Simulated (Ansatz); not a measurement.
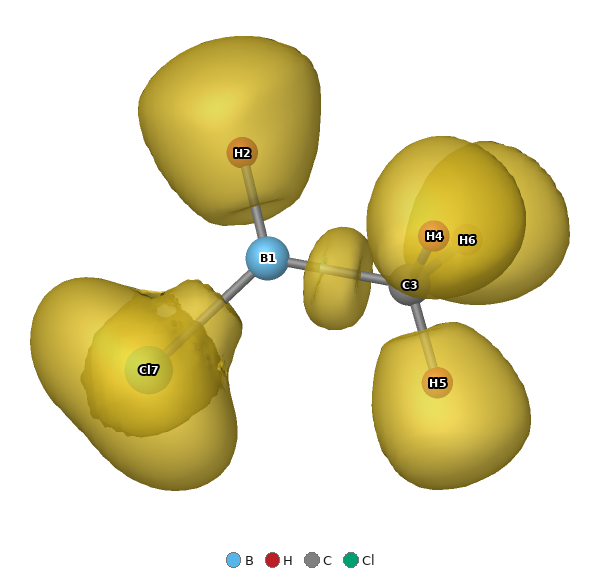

CH₄BCl. Isosurface of the ELF at 0.8 (yellow), seen at a tilt. Core shells and regions of very low density are left out.

Not at a stationary point (largest force 0.9 eV/Å).

Computed with RKS PBE0/6-31G* in Ansatz.

```yaml
atoms:
  - { symbol: B, position_ang: [0.2158, -0.0228, 0.3349] }
  - { symbol: H, position_ang: [0.0281, -0.2526, 1.4809] }
  - { symbol: C, position_ang: [1.7233, 0.0319, -0.1005] }
  - { symbol: H, position_ang: [2.1465, -0.9759, 0.0384] }
  - { symbol: H, position_ang: [1.9294, 0.3508, -1.1258] }
  - { symbol: H, position_ang: [2.2799, 0.6735, 0.5967] }
  - { symbol: Cl, position_ang: [-1.1523, 0.1950, -0.7247] }
```

Identify the bonds, lone pairs and shells in this picture.

Answer. The surface consists of one region between bonded B–C atoms (shared pairs), four regions around hydrogen nuclei and one region on Cl in which the atom's valence shell and bonds are merged.

Values along the shortest contacts:
C–B (1.57 Å): the ELF peaks at about 1 between the atoms: a covalent bond. B–Cl (1.74 Å): the ELF peaks at about 0.90 between the atoms, as expected for a polar covalent bond.
